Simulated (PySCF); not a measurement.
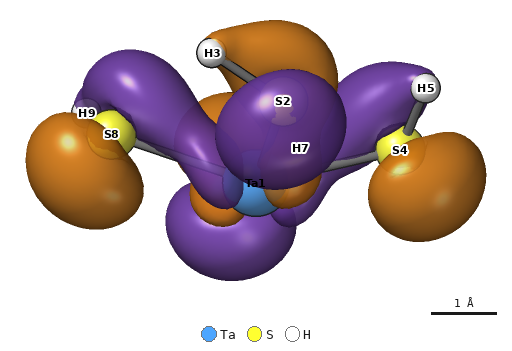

*H$_{4}$S$_{4}$Ta (charge +1). The HOMO at ±0.1 Å⁻³ᐟ² (orange and purple are the two phases), seen from one side.*

Core potentials replace the inner electrons of Ta.

Theory: PySCF 2.14.0, RKS PBE0, Ta def2-SVP with ECP60, S def2-SVP, H def2-SVP; non-relativistic Hamiltonian with scalar-relativistic core potentials where named; density fitting.

The calculation's input:

```
mol = gto.M(atom='''
Ta    -0.00000     0.00000     0.00182
S      2.23754     0.42352     0.66075
H      2.62622    -0.68665     1.33147
S     -0.42352     2.23754     0.66075
H      0.68665     2.62622     1.33147
S     -2.23754    -0.42352     0.66075
H     -2.62622     0.68665     1.33147
S      0.42352    -2.23754     0.66075
H     -0.68665    -2.62622     1.33147''',
    basis={'Ta': 'def2-SVP', 'S': 'def2-SVP', 'H': 'def2-SVP'},
    ecp={'Ta': 'def2-SVP'},
    charge=1, spin=0)
mf = dft.RKS(mol, xc='PBE0')
mf.grids.atom_grid = (75, 302)  # f atoms: at least (60, 302), unpruned
mf = mf.density_fit()  # Ta def2-universal-JKFIT, S def2-universal-JKFIT, H def2-universal-JKFIT
mf.conv_tol = 1e-09; mf.max_cycle = 55
mf.kernel(dm0)
```

Launched as:

```sh
OMP_NUM_THREADS=2 python run.py
```

Q: What is the character of this orbital?

A: It lies mainly on S2 (about 20 %), S4 (about 20 %), S8 (about 20 %), S6 (about 20 %) and Ta1 (about 10 %); largely a combination of lone pairs on S2, S4, S8 and S6. Its energy is −12.32 eV.
